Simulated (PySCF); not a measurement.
**C$_{8}$H$_{9}$FO$_{2}$: density, localisation and related maps**

Input

```
{"job": {"xc": "KT2", "basis": "pcSseg-1", "solvent": "dimethylsulfoxide", "kind": "nmr", "pop": true}, "charge": 0, "multiplicity": 1}
C     -0.135126     2.138548    -1.863890
C     -0.304555     1.534301    -0.845395
C     -0.466383     0.777633     0.382771
C      0.736920    -0.114387     0.630133
O      1.958068     0.459680     0.753728
C      3.040710    -0.428999     0.887943
C      0.350377    -1.385119     0.666483
O     -1.009766    -1.558304     0.510350
C     -1.609864    -0.274539     0.352318
C     -2.432467    -0.297001    -0.937592
F     -3.273116     0.783222    -0.986786
H     -0.002637     2.688685    -2.746988
H     -0.603041     1.488616     1.204179
H      3.122479    -1.084502     0.015169
H      3.931399     0.191314     0.966696
H      2.938775    -1.044085     1.787848
H      0.899554    -2.295199     0.806575
H     -2.300857    -0.116097     1.191240
H     -1.791593    -0.255419    -1.822577
H     -3.054024    -1.197670    -0.955241
```

Launched as:

```sh
OMP_NUM_THREADS=1 python ens_run.py task.json out
```

Geometry: GFN2-xTB.

Theory: KT2/pcSseg-1, SCF density, in a dimethylsulfoxide solvent model, non-relativistic (PySCF 2.14.0).

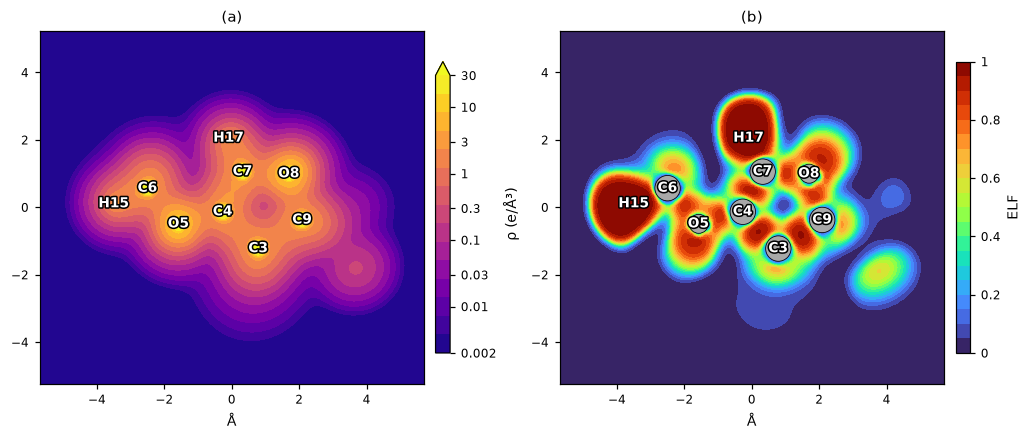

Figure 1. (a) total electron density; (b) electron localisation function on the plane of atoms O8, C7 and H17. Grey discs cover the atomic cores in the ELF map.

> What does the map show?

The plane passes through C, O and H nuclei. C–O (1.36 Å): ρ at the midpoint is about 2.3 e/Å³, with its minimum of 2 e/Å³ about 0.5 Å from C; the ELF peaks at about 0.90 between the atoms: a shared but strongly polarised pair. C–H (1.07 Å): ρ is about 2.1 e/Å³ halfway; the ELF climbs to about 1 towards the hydrogen, as it does in any bond to H (a covalent bond by its length). C–C (1.33 Å): the density is about 2.3 e/Å³ at the midpoint; the ELF peaks at about 0.95 between the atoms: a short, multiple covalent bond. C–O (1.41 Å): ρ at the midpoint is about 2 e/Å³, with its minimum of 1.7 e/Å³ about 0.5 Å from C; the ELF peaks at about 0.90 between the atoms, as expected for a polar covalent bond. The ELF also peaks beside O5 and O8, away from the bonds: lone-pair regions.

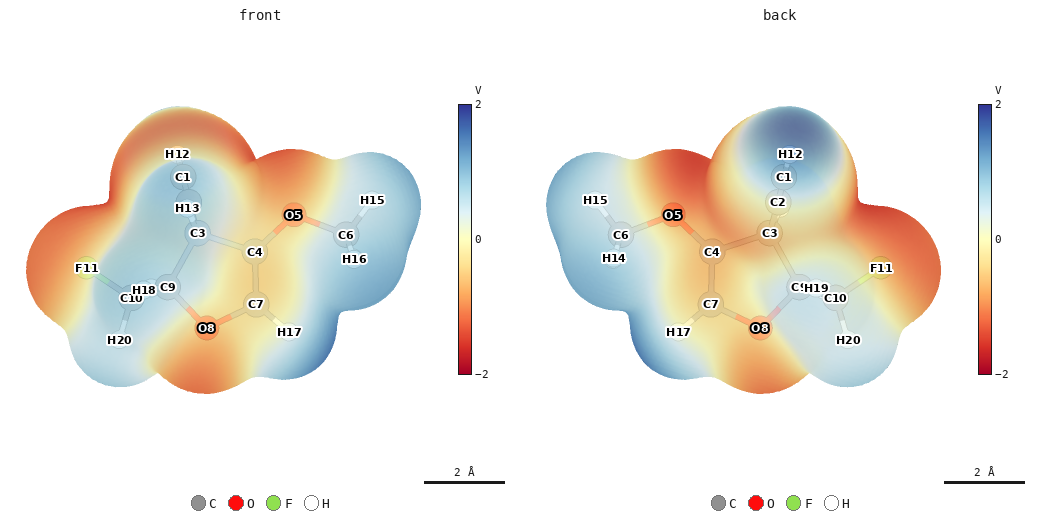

Figure 2. The electrostatic potential painted on the density surface at 0.002 e/bohr³, seen from the front and from behind; red is negative and blue positive.

> Which sites attract a positive test charge, and which a negative one?

A positive charge is drawn to the negative regions and a negative charge to the positive ones. The most negative region (about −1.5 V) lies over C1, C2, O5 and F11, the most positive (about +1.5 V) over H12 and H17.
